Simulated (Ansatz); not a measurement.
**PBE-QIDH/def2-TZVPPD run of HBS (hydrogen boron sulfide)**

What is the vertical singlet–triplet gap of HBS (hydrogen boron sulfide) at PBE-QIDH/def2-TZVPPD? 

The results are computed with Ansatz 0.2.0.

56 further runs of the same task are left out: 3 that didn't finish, 53 set aside as unsound or not needed.

## 1. The molecule

HBS: 3 atoms, total charge 0, spin state singlet. As SMILES, `B=S`. The shape is that of a PBE0-D4/def2-TZVP optimisation.

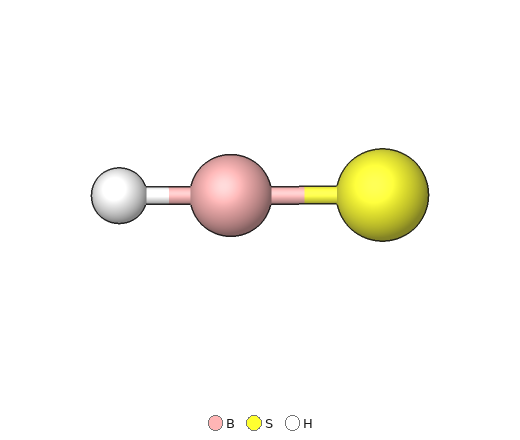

Viewed from a chosen angle; boron pink, sulfur yellow, hydrogen white.

## 2. The energy at PBE-QIDH/def2-TZVPPD

molecule.yaml reads:

```yaml
crystal:
  periodic: [false, false, false]
  atoms:
    - {symbol: B, position_ang: [-0.038660, -0.014560, 0.134750]}
    - {symbol: S, position_ang: [0.399170, 0.147640, -1.393290]}
    - {symbol: H, position_ang: [-0.360510, -0.133080, 1.258530]}
basis:
  gaussian:
    orbitals: def2-TZVPPD.json
total_charge: 0
hamiltonian:
  xc: {name: PBE-QIDH}
correlation:
  frozen_orbitals: {B: 1, H: 0, S: 5}
accuracy: high
output:
  orbitals: {seedname: orbitals}
```

The basis set def2-TZVPPD is read from a file made from the Basis Set Exchange's data (not shown).

Started as:

```console
$ ansatz run molecule.yaml --threads 1 --pin off --max-ram 3480MiB --events-out events.jsonl --progress --plain --runs-dir runs
```

What it wrote:

```text
Warning: RAYON_NUM_THREADS=1 ignored (pool sized by the plan → 1); use --threads N
Functional definition: PBE-QIDH
  name "PBE-QIDH"
  parameter a = 3^(-1/3)
  parameter c = 1/3
  exchange = (1 - a)*pbe_x + a*exact_x
  correlation = (1 - c)*pbe_c + c*(mp2_os + mp2_ss)
1398 factors; integrals over basis functions are off by at most 4.0e-9 eV
mean field evaluation 1: about -11518.0022 eV, gradient 1.4e1 eV
mean field evaluation 2: about -11518.0025 eV, gradient 1.4e1 eV
mean field evaluation 4: about -11518.5677 eV, gradient 2.2e0 eV
mean field evaluation 8: about -11518.5828 eV, gradient 2.5e-2 eV
mean field evaluation 16: about -11518.5828 eV, gradient 9.1e-7 eV
mean field -11518.58282346 eV, -423.3001111862 hartree, gradient 1.0e-8 eV, S^2 0.000000; 0 other end points of the search recorded, 0 dependent functions left out
6 core orbitals not correlated: weight in the atoms' cores, before any rotation towards them, 1.000 or more for the frozen orbitals, at most 0.000 for the correlated occupied ones
reference -11518.58282483 eV, -423.3001112367 hartree; 5, 5 occupied and 94, 94 virtual orbitals, 1398 factors
second order -8.26116786 eV of doubles, -0.00000000 eV of singles
Total energy: -11521.33654745 eV, -423.4013086764 hartree
```

Wall time 5.4 s (1 thread of Arm Neoverse V1, shared host); peak memory 0.21 GiB.

## 3. The triplet at the same level

molecule.yaml reads:

```yaml
crystal:
  periodic: [false, false, false]
  atoms:
    - {symbol: B, position_ang: [-0.038660, -0.014560, 0.134750]}
    - {symbol: S, position_ang: [0.399170, 0.147640, -1.393290]}
    - {symbol: H, position_ang: [-0.360510, -0.133080, 1.258530]}
basis:
  gaussian: {orbitals: def2-TZVPPD.json}
magnetization: {spin_polarized: true, initial_magnetization: 2}
hamiltonian: {xc: {name: PBE-QIDH}}
correlation: {frozen_orbitals: {B: 1, H: 0, S: 5}}
accuracy: high
output: {orbitals: {seedname: orbitals}}
```

The basis set def2-TZVPPD is read from a file made from the Basis Set Exchange's data (not shown).

Started as:

```console
$ ansatz run molecule.yaml --threads 1 --pin off --max-ram 3480MiB --events-out events.jsonl --progress --plain --runs-dir runs
```

What it wrote (excerpt; [...] marks lines left out):

```text
Warning: RAYON_NUM_THREADS=1 ignored (pool sized by the plan → 1); use --threads N
[... 2 set-up lines as earlier in the session ...]
[...]
1398 factors; integrals over basis functions are off by at most 4.0e-9 eV
[...]
mean field -11514.50043157 eV, -423.1500860515 hartree, gradient 1.5e-8 eV, S^2 2.019088; 6 other end points of the search recorded, 0 dependent functions left out
6 core orbitals not correlated: weight in the atoms' cores, before any rotation towards them, 1.000 or more for the frozen orbitals, at most 0.000 for the correlated occupied ones
reference -11514.50043300 eV, -423.1500861042 hartree; 6, 4 occupied and 93, 95 virtual orbitals, 1398 factors
second order -6.79688274 eV of doubles, -0.00000000 eV of singles
Total energy: -11516.76606058 eV, -423.2333463821 hartree
```

It took 3.7 min on 1 thread of Arm Neoverse V1, shared host; peak memory 0.32 GiB.

## 4. What came out

At PBE-QIDH/def2-TZVPPD, 6 core orbitals frozen:

| quantity | value |
| --- | --- |
| singlet: total energy | -423.40131 Eh |
| singlet: HOMO energy (SCF part's orbitals) | -10.22 eV |
| singlet: LUMO energy (SCF part's orbitals) | 0.55 eV |
| singlet: HOMO–LUMO gap (SCF part's orbitals) | 10.77 eV |
| triplet: total energy | -423.23335 Eh |
| triplet: HOMO energy (SCF part's orbitals) (highest over α and β) | -5.95 eV |
| triplet: LUMO energy (SCF part's orbitals) (lowest over α and β) | -3.16 eV |
| triplet: ⟨S²⟩ | 2.019 |
| vertical energy of the triplet above the singlet | 4.570 eV |

**Reading.** At this shape the triplet lies 4.57 eV (441 kJ/mol) above the singlet.
